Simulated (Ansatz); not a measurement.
The figure comes from a scan of Ru (hcp, Mg type): one Ru atom of a 2-atom cell moves by s along Cartesian x, with its periodic images. Calculation: PBE (plane waves to 420 eV, PAW, scalar-relativistic; Ansatz, a program for electronic structure). k mesh 16×16×9 (Γ-centred), Fermi-Dirac smearing 0.05 eV. Energies are smeared free energies. With partly filled bands, energies and forces of such displacements shift with the k mesh and the smearing. Ru is run without spin polarisation. Ru was relaxed with its symmetry unable to fall. ΔE is measured from the undisplaced structure.

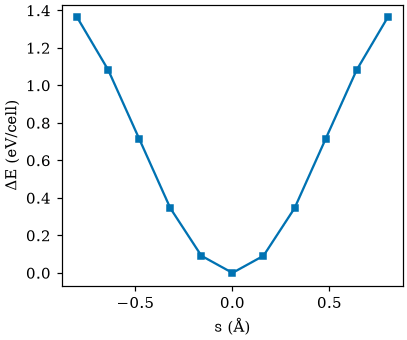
Fig. 1. ΔE (eV/cell) against s (Å); computed points joined by lines.

Task: Read the plotted values off the figure, to the accuracy that the plot allows.

Result: To the nearest 0.02:

```tsv
s (Å)	ΔE (eV/cell)
-0.800	1.36
-0.640	1.08
-0.480	0.72
-0.320	0.34
-0.160	0.10
0.000	0.00
0.160	0.10
0.320	0.34
0.480	0.72
0.640	1.08
0.800	1.36
```

(For displaced atoms, the force is minus the slope of the energy, and its curvature is a force constant, which sets phonon frequencies.)
